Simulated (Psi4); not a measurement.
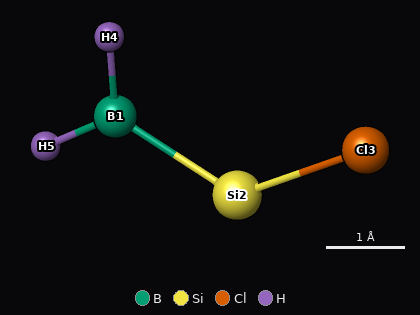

*The input geometry (ball-and-stick view, seen at a tilt; atoms are numbered from 1 in the order of the input).*

Bond lengths as drawn: B–H 1.17 Å, B–Si 1.89 Å and Cl–Si 2.07 Å.

## Run report: BSiH$_{2}$Cl, single-point calculation (part 1 of 2)

System: BSiH$_{2}$Cl, multiplicity 3.
Method: MP2.5/2ZaPa-NR, UHF (Psi4 1.11).

The geometry comes from this level: GFN2-xTB.

**Output**
```
Psi4 1.11 release

   => Loading Basis Set <=

    Name: 2ZAPA-NR
    Role: ORBITAL
    Keyword: BASIS

         ---------------------------------------------------------
                                   SCF
                              UHF Reference
                        1 Threads,   1525 MiB Core
         ---------------------------------------------------------

  ==> Geometry <==

    Molecular point group: c1
    Full point group: C1

    Geometry (in Angstrom), charge = 0, multiplicity = 3:

       Center              X                  Y                   Z               Mass
    ------------   -----------------  -----------------  -----------------  -----------------
         B           -1.737384489386     1.119452805072    -0.819420932591    11.009305360000
         SI          -0.728704489386    -0.330437194928    -0.159360932591    27.976926534650
         CL           1.248105510614    -0.178777194928     0.444569067409    34.968852682000
         H           -1.247764489386     2.182702805072    -0.904340932591     1.007825032230
         H           -2.850674489386     0.964522805072    -1.146000932591     1.007825032230

  Running in c1 symmetry.

  Rotational constants: A =      1.06447  B =      0.12273  C =      0.11004 [cm^-1]
  Rotational constants: A =  31911.91928  B =   3679.41050  C =   3299.03556 [MHz]
  Nuclear repulsion =  108.028327319706790

  Charge       = 0
  Multiplicity = 3
  Electrons    = 38
  Nalpha       = 20
  Nbeta        = 18

  ==> Algorithm <==

  SCF Algorithm Type is PK.
  DIIS enabled.
  MOM disabled.
  Fractional occupation disabled.
  Guess Type is SAD.
  Energy threshold   = 1.00e-08
  Density threshold  = 1.00e-08
  Integral threshold = 1.00e-12

  ==> Primary Basis <==

  Basis Set: 2ZAPA-NR
    Blend: 2ZAPA-NR
    Number of shells: 38
    Number of basis functions: 84
    Number of Cartesian functions: 89
    Spherical Harmonics?: true
    Max angular momentum: 2

  ==> Integral Setup <==

  Using in-core PK algorithm.
   Calculation information:
      Number of atoms:                   5
      Number of AO shells:              38
      Number of primitives:            108
      Number of atomic orbitals:        89
      Number of basis functions:        84

      Integral cutoff                 1.00e-12
      Number of threads:                 1

  Performing in-core PK
  Using 12748470 doubles for integral storage.
  We computed 264210 shell quartets total.
  Whereas there are 274911 unique shell quartets.

  ==> DiskJK: Disk-Based J/K Matrices <==

    J tasked:                  Yes
    K tasked:                  Yes
    wK tasked:                  No
    Memory [MiB]:             1144
    Schwarz Cutoff:          1E-12

  Minimum eigenvalue in the overlap matrix is 1.2431217862E-03.
  Reciprocal condition number of the overlap matrix is 1.5238614002E-04.
    Using symmetric orthogonalization.

  ==> Pre-Iterations <==

  SCF Guess: Superposition of Atomic Densities via on-the-fly atomic UHF (no occupation information).

   -------------------------
    Irrep   Nso     Nmo
   -------------------------
     A         84      84
   -------------------------
    Total      84      84
   -------------------------

  ==> Iterations <==

                        Total Energy        Delta E     RMS |[F,P]|

   @UHF iter SAD:  -773.48537059243768   -7.73485e+02   0.00000e+00
   @UHF iter   1:  -774.16047778445716   -6.75107e-01   3.27993e-03 DIIS/ADIIS
   @UHF iter   2:  -774.22773804805945   -6.72603e-02   1.38198e-03 DIIS/ADIIS
   @UHF iter   3:  -774.23922392185921   -1.14859e-02   4.05043e-04 DIIS/ADIIS
   @UHF iter   4:  -774.24258122027538   -3.35730e-03   1.96852e-04 DIIS/ADIIS
   @UHF iter   5:  -774.24359997437841   -1.01875e-03   1.35230e-04 DIIS/ADIIS
   @UHF iter   6:  -774.24441808258337   -8.18108e-04   7.64856e-05 DIIS
   @UHF iter   7:  -774.24472294349971   -3.04861e-04   3.01067e-05 DIIS
   @UHF iter   8:  -774.24475759622089   -3.46527e-05   1.29392e-05 DIIS
   @UHF iter   9:  -774.24476179442399   -4.19820e-06   4.78327e-06 DIIS
   @UHF iter  10:  -774.24476234615474   -5.51731e-07   1.68999e-06 DIIS
   @UHF iter  11:  -774.24476240300760   -5.68529e-08   6.14173e-07 DIIS
   @UHF iter  12:  -774.24476240989645   -6.88885e-09   2.31680e-07 DIIS
   @UHF iter  13:  -774.24476241081334   -9.16884e-10   9.15779e-08 DIIS
   @UHF iter  14:  -774.24476241098273   -1.69393e-10   2.52866e-08 DIIS
   @UHF iter  15:  -774.24476241099421   -1.14824e-11   8.94418e-09 DIIS
  Energy and wave function converged.

  ==> Post-Iterations <==

   @Spin Contamination Metric:   7.595468456E-03
   @S^2 Expected:                2.000000000E+00
   @S^2 Observed:                2.007595468E+00
   @S   Expected:                1.000000000E+00
   @S   Observed:                1.000000000E+00

    Orbital Energies [Eh]
    ---------------------

    Alpha Occupied:

       1A   -104.830485     2A    -68.826985     3A    -10.566069
       4A     -8.033017     5A     -8.030246     6A     -8.029561
       7A     -7.623064     8A     -6.182236     9A     -4.289943
      10A     -4.289127    11A     -4.281423    12A     -1.113363
      13A     -0.781847    14A     -0.647235    15A     -0.531026
      16A     -0.514365    17A     -0.502576    18A     -0.487589
      19A     -0.370682    20A     -0.322253

    Alpha Virtual:

      21A      0.041258    22A      0.043777    23A      0.046126
      24A      0.054190    25A      0.067697    26A      0.067834
      27A      0.077007    28A      0.105223    29A      0.119756
      30A      0.147295    31A      0.150186    32A      0.156253
      33A      0.164957    34A      0.174509    35A      0.199092
      36A      0.235888    37A      0.266765    38A      0.315567
      39A      0.339865    40A      0.438318    41A      0.454514
      42A      0.470898    43A      0.509197    44A      0.534783
      45A      0.552098    46A      0.564510    47A      0.569865
      48A      0.591538    49A      0.658535    50A      0.760185
      51A      0.856933    52A      0.879101    53A      0.891930
      54A      0.919064    55A      0.925958    56A      0.948326
      57A      0.962900    58A      0.972226    59A      1.020265
      60A      1.072630    61A      1.088766    62A      1.152456
      63A      1.204143    64A      1.227509    65A      1.462597
      66A      1.492335    67A      1.622845    68A      1.654727
      69A      2.017204    70A      2.126063    71A      2.128462
      72A      2.398853    73A      2.644228    74A      2.685204
      75A      2.703953    76A      2.776566    77A      2.840966
      78A      2.889787    79A      2.959145    80A      5.025176
      81A      5.026715    82A      5.069095    83A      5.086530
      84A      5.238527

    Beta Occupied:

       1A   -104.828827     2A    -68.817629     3A    -10.564258
       4A     -8.030271     5A     -8.027193     6A     -8.026965
       7A     -7.616996     8A     -6.168427     9A     -4.276124
      10A     -4.266954    11A     -4.266362    12A     -1.098835
      13A     -0.718368    14A     -0.601472    15A     -0.515438
      16A     -0.482031    17A     -0.480711    18A     -0.460812

    Beta Virtual:

      19A      0.003366    20A      0.007612    21A      0.045393
      22A      0.048658    23A      0.068027    24A      0.071194
      25A      0.077862    26A      0.082390    27A      0.085659
      28A      0.138444    29A      0.149051    30A      0.157040
      31A      0.160837    32A      0.170977    33A      0.180534
      34A      0.181988    35A      0.200693    36A      0.273548
      37A      0.287739    38A      0.320039    39A      0.379356
      40A      0.461124    41A      0.515652    42A      0.527236
      43A      0.536292    44A      0.562009    45A      0.601042
      46A      0.606375    47A      0.614006    48A      0.648552
      49A      0.694063    50A      0.777657    51A      0.869729
      52A      0.888881    53A      0.903627    54A      0.939290
      55A      0.942612    56A      0.962798    57A      0.976861
      58A      0.983164    59A      1.037748    60A      1.085279
      61A      1.110915    62A      1.165454    63A      1.234542
      64A      1.234853    65A      1.476495    66A      1.506640
      67A      1.625672    68A      1.661202    69A      2.020098
      70A      2.132378    71A      2.134940    72A      2.403257
      73A      2.662438    74A      2.698526    75A      2.717050
      76A      2.783979    77A      2.846123    78A      2.899114
      79A      2.967168    80A      5.026558    81A      5.028088
      82A      5.070962    83A      5.088276    84A      5.240443

    Final Occupation by Irrep:
              A
    DOCC [    18 ]
    SOCC [     2 ]
    NA   [    20 ]
    NB   [    18 ]

  @UHF Final Energy:  -774.24476241099421

   => Energetics <=

    Nuclear Repulsion Energy =            108.0283273197067899
    One-Electron Energy =               -1285.0454158860425196
    Two-Electron Energy =                 402.7723261553416023
    Total Energy =                       -774.2447624109942126

  UHF NO Occupations:
  HONO-2 :   18  A 1.9975556
  HONO-1 :   19  A 1.0000000
  HONO-0 :   20  A 1.0000000
  LUNO+0 :   21  A 0.0024444
  LUNO+1 :   22  A 0.0005301
  LUNO+2 :   23  A 0.0003372
  LUNO+3 :   24  A 0.0003008

Computation Completed

Properties will be evaluated at   0.000000,   0.000000,   0.000000 [a0]

Properties computed using the SCF density matrix

 Multipole Moments:

 ------------------------------------------------------------------------------------
     Multipole            Electronic (a.u.)      Nuclear  (a.u.)        Total (a.u.)
 ------------------------------------------------------------------------------------

 L = 1.  Multiply by 2.5417464519 to convert [e a0] to [Debye]
 Dipole X            :          2.8810397           -3.3437392           -0.4626995
 Dipole Y            :         -2.2137348            2.0393104           -0.1744244
 Dipole Z            :          1.4421298           -1.5511353           -0.1090055
 Magnitude           :                                                    0.5063565

 ------------------------------------------------------------------------------------

	total time  =          5 seconds =       0.08 minutes
 MINTS: Wrapper to libmints.

   Calculation information:
      Number of threads:                 1
      Number of atoms:                   5
      Number of AO shells:              38
      Number of SO shells:              38
      Number of primitives:            108
      Number of atomic orbitals:        89
      Number of basis functions:        84

      Number of irreps:                  1
      Integral cutoff                 1.00e-12
      Number of functions per irrep: [  84 ]

 OEINTS: Overlap, kinetic, potential, dipole, and quadrupole integrals
         stored in file 35.

      Computing two-electron integrals...done
      Computed 5925503 non-zero two-electron integrals.
        Stored in file 33.
```
